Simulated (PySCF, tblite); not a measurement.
# C₅H₁₁FSi: geometry, infrared bands and NMR shifts

What infrared bands and NMR shifts should C₅H₁₁FSi (`CC/C=C\C[SiH2]F`) show?

Programs: tblite 0.8.0 and PySCF 2.14.0, with density-fitted response routines of our own. Each step states its level of theory. These are calculated values for one molecule in the gas phase, unless marked as measured. Atoms count from 0, in the outputs and in this text.

## (1) Starting geometry

18 atoms, charge 0, multiplicity 1; geometry from: force field or distance geometry start.

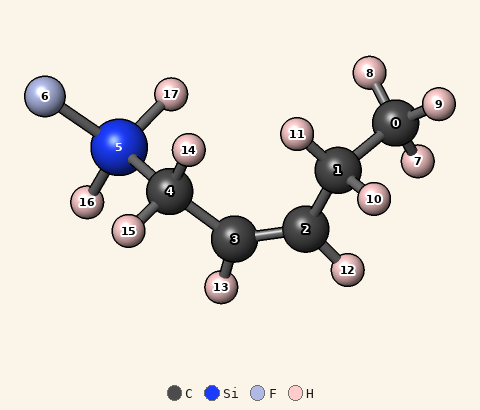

As it starts; carbon dark grey, silicon blue, fluorine light blue, hydrogen pink, atoms numbered.

## (2) Optimising the geometry with GFN2-xTB

Job settings and geometry (Å):

```
{"job": {"kind": "relax", "xc": "GFN2-xTB", "basis": "xTB"}, "charge": 0, "multiplicity": 1}
C     -2.408800    -0.079500     0.918500
C     -1.600100     0.694000    -0.135300
C     -0.851100    -0.270500    -0.961100
C      0.442000    -0.347000    -1.123600
C      1.466500     0.483200    -0.470500
Si     2.651000    -0.492800     0.573700
F      3.793400     0.575100     1.227400
H     -2.617500    -1.061900     0.470000
H     -1.853800    -0.221900     1.864700
H     -3.312400     0.532200     1.108000
H     -2.388900     1.170800    -0.772600
H     -1.004400     1.472300     0.327200
H     -1.481100    -0.991600    -1.521700
H      0.818200    -1.146700    -1.797900
H      0.971900     1.309400     0.075800
H      2.058500     0.956900    -1.305300
H      3.406700    -1.502900    -0.171100
H      1.901200    -1.072800     1.682100
```

Started as:

```
> OMP_NUM_THREADS=1 python probes_run.py task.json out
```

The driver reads the jobs from task.json and runs them one after another.

Log:

```text
step      E/eV     max force
  0    -620.41401    1.905
  1    -620.59030    0.967
  2    -620.63106    0.797
  3    -620.65876    0.620
  4    -620.69623    0.427
  5    -620.71510    0.368
  6    -620.72743    0.206
  7    -620.73389    0.160
  8    -620.73784    0.160
  9    -620.74035    0.123
 10    -620.74234    0.117
 11    -620.74435    0.112
 12    -620.74646    0.138
 13    -620.74845    0.110
 14    -620.75010    0.105
 15    -620.75148    0.089
 16    -620.75289    0.099
 17    -620.75448    0.101
 18    -620.75636    0.113
 19    -620.75869    0.129
 20    -620.76165    0.142
 21    -620.76502    0.171
 22    -620.76788    0.116
 23    -620.76961    0.081
 24    -620.77087    0.086
 25    -620.77246    0.125
 26    -620.77440    0.143
 27    -620.77621    0.095
 28    -620.77756    0.090
 29    -620.77875    0.091
 30    -620.78017    0.120
 31    -620.78191    0.137
 32    -620.78372    0.101
 33    -620.78569    0.089
 34    -620.78760    0.108
 35    -620.78941    0.137
 36    -620.79168    0.114
 37    -620.79307    0.097
 38    -620.79397    0.062
 39    -620.79443    0.089
 40    -620.79493    0.050
 41    -620.79530    0.033
 42    -620.79561    0.041
 43    -620.79586    0.044
 44    -620.79615    0.036
 45    -620.79634    0.029
 46    -620.79646    0.027
 47    -620.79656    0.029
 48    -620.79669    0.028
 49    -620.79681    0.030
 50    -620.79693    0.029
 51    -620.79707    0.025
 52    -620.79722    0.027
 53    -620.79737    0.027
 54    -620.79751    0.033
 55    -620.79762    0.034
 56    -620.79775    0.026
 57    -620.79787    0.023
 58    -620.79797    0.022
 59    -620.79804    0.022
 60    -620.79812    0.027
 61    -620.79826    0.029
 62    -620.79850    0.034
 63    -620.79885    0.041
 64    -620.79922    0.038
 65    -620.79955    0.036
 66    -620.79991    0.040
 67    -620.80033    0.041
 68    -620.80074    0.038
 69    -620.80102    0.035
 70    -620.80123    0.033
 71    -620.80145    0.031
 72    -620.80171    0.031
 73    -620.80198    0.032
 74    -620.80221    0.032
 75    -620.80241    0.031
 76    -620.80262    0.033
 77    -620.80288    0.040
 78    -620.80320    0.048
 79    -620.80357    0.052
 80    -620.80398    0.050
 81    -620.80455    0.048
 82    -620.80525    0.055
 83    -620.80597    0.058
 84    -620.80656    0.066
 85    -620.80685    0.063
 86    -620.80750    0.050
 87    -620.80815    0.047
 88    -620.80902    0.059
 89    -620.80971    0.070
 90    -620.81027    0.061
 91    -620.81080    0.058
 92    -620.81131    0.053
 93    -620.81170    0.053
 94    -620.81225    0.058
 95    -620.81276    0.043
 96    -620.81310    0.041
 97    -620.81330    0.036
 98    -620.81346    0.036
 99    -620.81369    0.026
100    -620.81390    0.038
101    -620.81409    0.033
102    -620.81420    0.026
103    -620.81428    0.028
104    -620.81438    0.030
105    -620.81452    0.032
106    -620.81465    0.024
107    -620.81472    0.023
108    -620.81477    0.019
109    -620.81483    0.017
110    -620.81491    0.020
111    -620.81498    0.016
112    -620.81502    0.013
113    -620.81505    0.013
114    -620.81509    0.013
115    -620.81513    0.013
116    -620.81518    0.012
117    -620.81520    0.008
```

It took 1.3 s on 1 thread of Arm Neoverse N1, shared host; peak memory 0.18 GiB.

The steps of the relaxation: (not every step is listed)

| step | energy from step 0 (eV) | largest force (eV/Å) |
| --- | --- | --- |
| 0 | 0.0000 | 1.9054 |
| 1 | -0.1763 | 0.9672 |
| 2 | -0.2171 | 0.7968 |
| 3 | -0.2448 | 0.6196 |
| 4 | -0.2822 | 0.4274 |
| 5 | -0.3011 | 0.3684 |
| 6 | -0.3134 | 0.2061 |
| 7 | -0.3199 | 0.1602 |
| 8 | -0.3238 | 0.1597 |
| 18 | -0.3424 | 0.1127 |
| 28 | -0.3636 | 0.0895 |
| 38 | -0.3800 | 0.0621 |
| 48 | -0.3827 | 0.0278 |
| 58 | -0.3840 | 0.0219 |
| 68 | -0.3867 | 0.0380 |
| 78 | -0.3892 | 0.0483 |
| 88 | -0.3950 | 0.0587 |
| 98 | -0.3995 | 0.0356 |
| 108 | -0.4008 | 0.0189 |
| 112 | -0.4010 | 0.0133 |
| 113 | -0.4010 | 0.0132 |
| 114 | -0.4011 | 0.0130 |
| 115 | -0.4011 | 0.0130 |
| 116 | -0.4012 | 0.0120 |
| 117 | -0.4012 | 0.0084 |

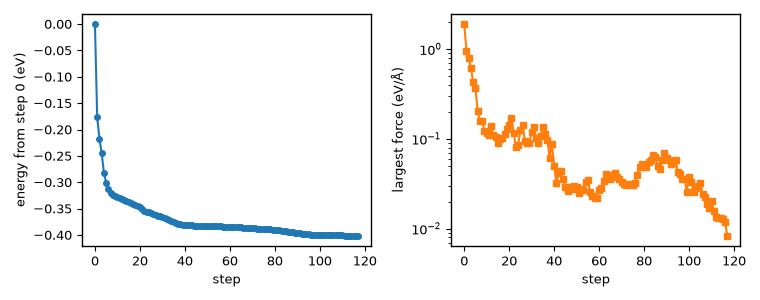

Energy and largest force along the relaxation.

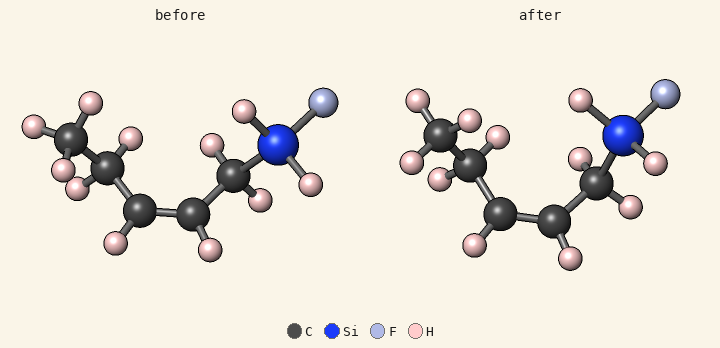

Before and after, at one scale.

Distances of close pairs at the start and the end, largest changes first:

| bond | before (Å) | after (Å) | change (Å) |
| --- | --- | --- | --- |
| Si5–F6 | 1.695 | 1.615 | -0.080 |
| C4–Si5 | 1.856 | 1.902 | +0.046 |
| C4–H15 | 1.128 | 1.092 | -0.036 |
| C3–H13 | 1.112 | 1.083 | -0.029 |
| C2–H12 | 1.110 | 1.083 | -0.027 |
| C1–H10 | 1.121 | 1.094 | -0.026 |
| C1–C2 | 1.474 | 1.497 | +0.023 |
| C3–C4 | 1.472 | 1.493 | +0.022 |

The next job starts from the end point, and lists it.

## (3) Infrared spectrum with GFN2-xTB

Job settings and geometry (Å):

```
{"job": {"kind": "ir", "xc": "GFN2-xTB", "basis": "xTB"}, "charge": 0, "multiplicity": 1}
C     -2.173908    -0.220394     1.005788
C     -1.536077     0.625486    -0.097131
C     -0.855071    -0.243169    -1.108560
C      0.442103    -0.288265    -1.376155
C      1.518728     0.521957    -0.732843
Si     2.288244    -0.383821     0.752502
F      3.361043     0.628473     1.409977
H     -2.897313    -0.915359     0.584535
H     -1.412739    -0.794179     1.530075
H     -2.685270     0.416117     1.724533
H     -2.319879     1.204175    -0.595600
H     -0.832435     1.326305     0.351482
H     -1.522114    -0.902740    -1.649809
H      0.793348    -0.994500    -2.117778
H      1.130438     1.485784    -0.400103
H      2.297292     0.731704    -1.469557
H      3.068279    -1.549329     0.363430
H      1.326571    -0.641927     1.813558
```

Log:

```text
mode    cm-1     km/mol
  1      24.3      0.33
  2      37.4      2.90
  3      49.4      0.05
  4     125.8      5.13
  5     199.0      4.74
  6     210.8      2.80
  7     288.7      1.37
  8     296.2      2.83
  9     471.9     56.63
 10     487.9      0.93
 11     548.7     25.49
 12     574.8     29.91
 13     703.9     34.91
 14     723.9    132.97
 15     769.8    262.74
 16     797.2    119.84
 17     804.0     51.49
 18     817.3    177.52
 19     834.0     31.90
 20     913.3      9.76
 21     933.1      1.57
 22    1022.8     23.60
 23    1062.2      7.62
 24    1086.8      2.06
 25    1101.7      3.98
 26    1159.6      4.69
 27    1207.1     55.48
 28    1243.8      0.02
 29    1280.1      1.91
 30    1311.8      4.04
 31    1375.2     27.77
 32    1409.2      0.85
 33    1463.7      1.93
 34    1482.0      1.14
 35    1501.0      2.16
 36    1506.3      1.55
 37    1728.2     11.55
 38    2319.1    399.25
 39    2339.3    118.73
 40    2946.3     46.71
 41    2964.0     33.61
 42    2980.8     15.70
 43    3004.0     18.91
 44    3030.0     38.94
 45    3030.8     50.93
 46    3036.2     23.02
 47    3040.1     32.30
 48    3056.0    111.90
```

It took 0.99 s on 1 thread of Arm Neoverse N1, shared host; peak memory 0.18 GiB.

Which atoms move in the most intense modes:

| cm⁻¹ | km/mol | atoms |
| --- | --- | --- |
| 472 | 56.6 | H17 35 %, H16 34 %, Si5 11 % |
| 724 | 133.0 | H17 38 %, H16 37 % |
| 770 | 262.7 | H16 47 %, H17 45 % |
| 797 | 119.8 | Si5 14 %, H12 13 %, F6 13 %, C4 11 % |
| 817 | 177.5 | F6 38 %, Si5 36 % |
| 2319 | 399.2 | H16 55 %, H17 40 % |
| 2339 | 118.7 | H17 57 %, H16 42 % |
| 3056 | 111.9 | H13 46 %, H12 44 % |

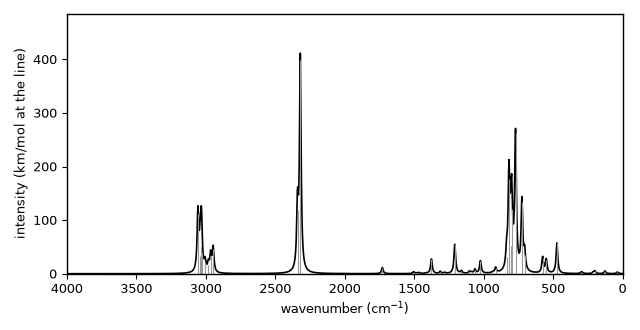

The infrared spectrum from these modes, unscaled. Lines are broadened to a width of 14 cm⁻¹ (Lorentzian).

## (4) NMR shieldings: PBE0/pcSseg-1

Settings changed since step 3:

```diff
@@ -1,2 +1,2 @@
-{"job": {"kind": "ir", "xc": "GFN2-xTB", "basis": "xTB"}, "charge": 0, "multiplicity": 1}
+{"job": {"kind": "nmr", "xc": "PBE0", "basis": "pcSseg-1"}, "charge": 0, "multiplicity": 1}
 C     -2.173908    -0.220394     1.005788
```

With the program's defaults for keys left out, this is: GIAO PBE0/pcSseg-1 NMR shielding, non-relativistic, gas phase.

Log:

```text
coarse grid: 14960 points
cycle   1  E = -585.8915654643  dE =  5.302e-01  |g| = 6.432e-01  |ddm| = 3.654e+00
cycle   2  E = -585.8373990955  dE =  5.417e-02  |g| = 8.926e-01  |ddm| = 1.189e+00
cycle   3  E = -585.9737893804  dE = -1.364e-01  |g| = 8.224e-02  |ddm| = 6.977e-01
cycle   4  E = -585.9749446662  dE = -1.155e-03  |g| = 3.178e-02  |ddm| = 8.482e-02
cycle   5  E = -585.9751634213  dE = -2.188e-04  |g| = 8.276e-03  |ddm| = 3.132e-02
cycle   6  E = -585.9751766409  dE = -1.322e-05  |g| = 3.999e-03  |ddm| = 9.770e-03
cycle   7  E = -585.9751806340  dE = -3.993e-06  |g| = 3.605e-04  |ddm| = 3.559e-03
final grid: 138664 points
cycle   8  E = -586.0223351593  dE = -3.525e-05  |g| = 7.707e-03  |ddm| = 2.460e-02
cycle   9  E = -586.0223303910  dE =  4.768e-06  |g| = 8.828e-03  |ddm| = 1.399e-02
cycle  10  E = -586.0223509449  dE = -2.055e-05  |g| = 5.054e-04  |ddm| = 7.666e-03
cycle  11  E = -586.0223509808  dE = -3.588e-08  |g| = 2.725e-04  |ddm| = 5.936e-04
cycle  12  E = -586.0223509966  dE = -1.578e-08  |g| = 5.702e-05  |ddm| = 2.296e-04
cycle  13  E = -586.0223509972  dE = -6.455e-10  |g| = 2.631e-05  |ddm| = 6.434e-05
converged SCF energy = -586.0223509972

GIAO shielding tensors (ppm)
atom      isotropic    diamagn.    paramagn.     s11        s22        s33       span
  0 C      168.672     247.737     -79.065    156.188    164.273    185.554     29.366
  1 C      161.624     248.574     -86.950    146.097    166.693    172.082     25.985
  2 C       44.260     257.626    -213.366    -73.068     56.789    149.058    222.127
  3 C       63.643     257.764    -194.122    -43.459     75.280    159.107    202.566
  4 C      167.109     254.037     -86.927    138.646    175.872    186.810     48.164
  5 Si     349.980     876.773    -526.793    317.665    333.236    399.040     81.375
  6 F      385.780     465.444     -79.664    358.542    374.476    424.322     65.781
  7 H       30.628      29.747       0.882     26.782     28.500     36.603      9.821
  8 H       31.022      31.434      -0.412     26.468     30.475     36.123      9.655
  9 H       30.403      28.976       1.426     26.286     27.419     37.502     11.216
 10 H       29.742      30.137      -0.395     25.229     27.764     36.233     11.005
 11 H       29.349      33.599      -4.249     25.163     29.356     33.529      8.367
 12 H       25.918      32.853      -6.935     23.523     25.686     28.545      5.022
 13 H       26.253      32.575      -6.323     23.153     27.021     28.583      5.431
 14 H       29.199      32.672      -3.473     24.951     29.848     32.799      7.849
 15 H       29.687      29.517       0.170     25.543     27.871     35.648     10.105
 16 H       26.702      28.690      -1.988     23.256     25.380     31.470      8.214
 17 H       26.824      30.208      -3.385     23.191     26.705     30.574      7.382
```

Run time: 50 s. Hardware: 1 thread of Arm Neoverse N1, shared host; peak memory 0.82 GiB.

The references, computed at this level on geometries of the same kind, shield at (ppm): 1H TMS 31.72, 13C TMS 186.9, 29Si TMS 349.2, 19F CFCl3 170.9. Their shielding less the atom's gives the shift. The references are single molecules in the gas phase, so shifts against H2O, NH3, PH3, H3PO4 or CFCl3 are not on the usual liquid scales and can be off by tens of ppm. Atoms listed in one row are averaged.

| atoms | environment | σ (ppm) | δ (ppm) | δ scaled to CDCl3 |
| --- | --- | --- | --- | --- |
| C2 | alkene CH | 44.3 | 142.7 | 137.3 |
| C3 | alkene CH | 63.6 | 123.3 | 118.4 |
| C1 | allylic sp3 CH2 | 161.6 | 25.3 | 22.8 |
| C4 | allylic sp3 CH2 bonded to Si | 167.1 | 19.8 | 17.4 |
| C0 | methyl carbon | 168.7 | 18.3 | 15.9 |
| H12 | hydrogen on an alkene CH | 25.92 | 5.80 | 5.57 |
| H13 | hydrogen on an alkene CH | 26.25 | 5.46 | 5.26 |
| H16, H17 | hydrogen on a silicon bonded to C, F | 26.76 | 4.95 | – |
| H14, H15 | hydrogen on an allylic sp3 CH2 bonded to Si | 29.44 | 2.27 | 2.25 |
| H10, H11 | hydrogen on an allylic sp3 CH2 | 29.55 | 2.17 | 2.15 |
| H7, H8, H9 | hydrogen on a methyl carbon | 30.68 | 1.03 | 1.08 |
| Si5 | silicon bonded to C, F, 2 H | 350.0 | -0.8 | – |
| F6 | fluorine bonded to Si | 385.8 | -214.8 | – |

The scaled column applies a straight-line fit of computed shieldings to shifts measured in CDCl3, and one for carbons that bear F (root-mean-square error 0.16 ppm for H, 1.9 ppm for C).

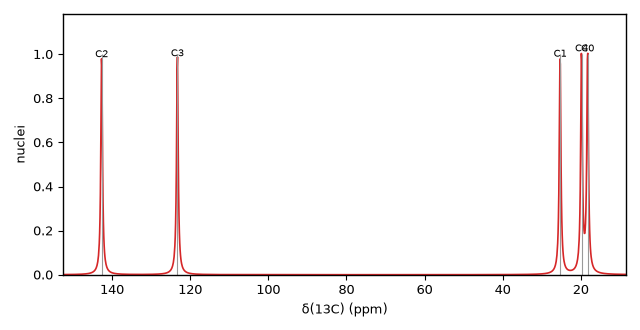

13C lines at the computed shifts, without couplings. Lines are broadened to a width of 0.50 ppm (Lorentzian).

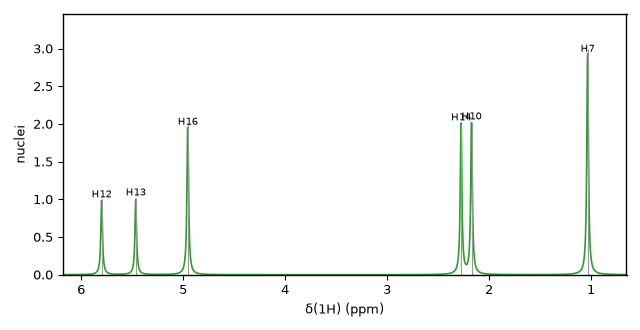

1H lines at the computed shifts, without couplings. Lines are broadened to a width of 0.02 ppm (Lorentzian).

Charges from the same density, by scheme (e):

| atoms | Mulliken | IAO | Hirshfeld | ESP fit |
| --- | --- | --- | --- | --- |
| C0 | -0.28 | -0.41 | -0.12 | -0.37 |
| C1 | -0.22 | -0.26 | -0.07 | 0.23 |
| C2 | -0.18 | -0.16 | -0.05 | -0.31 |
| C3 | -0.20 | -0.16 | -0.05 | -0.26 |
| C4 | -0.50 | -0.57 | -0.16 | -0.28 |
| Si5 | 0.95 | 1.10 | 0.43 | 0.68 |
| F6 | -0.44 | -0.55 | -0.22 | -0.34 |

IAO charges:

C0 -0.41; C1 -0.26; C2 -0.16; C3 -0.16; C4 -0.57; Si5 1.10; F6 -0.55; H7 0.14; H8 0.14; H9 0.14; H10 0.14; H11 0.13; H12 0.14; H13 0.14; H14 0.16; H15 0.16; H16 -0.15; H17 -0.15

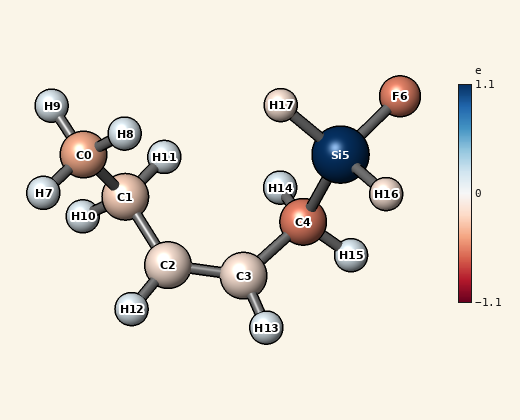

IAO charges, as colours on the atoms.

Mayer bond orders: C0–C1 1.04, C1–C2 1.04, C2–C3 1.93, C3–C4 1.02, C4–Si5 0.89, Si5–F6 0.90.

## (5) What came out

| quantity | value |
| --- | --- |
| strongest single infrared mode (GFN2-xTB) | 2319 cm⁻¹, 399 km/mol |
| zero-point energy (GFN2-xTB) | 90.5 kcal/mol |
| 13C shifts against TMS (PBE0/pcSseg-1) | 142.7, 123.3, 25.3, 19.8, 18.3 ppm |
| 1H shifts against TMS (PBE0/pcSseg-1, means over atoms taken as alike) | 5.80, 5.46, 4.95, 2.27, 2.17, 1.03 ppm |
| 29Si shifts against TMS (PBE0/pcSseg-1) | -0.8 ppm |
| 19F shifts against CFCl3 (PBE0/pcSseg-1) | -214.8 ppm |

Relaxing lowered the energy by 0.401 eV in 117 steps; the close pair that moved most is Si5–F6, from 1.695 to 1.615 Å. All 48 modes are real, so the xTB geometry is a minimum. The strongest single mode, at 2319 cm⁻¹, moves mainly H16 and H17. GFN2-xTB is a fitted tight-binding method: band positions and strengths are rough. Its intensities can rank the bands wrongly. At PBE0/pcSseg-1: Shielding is most anisotropic at C2 (span 222 ppm, paramagnetic term -213 ppm).
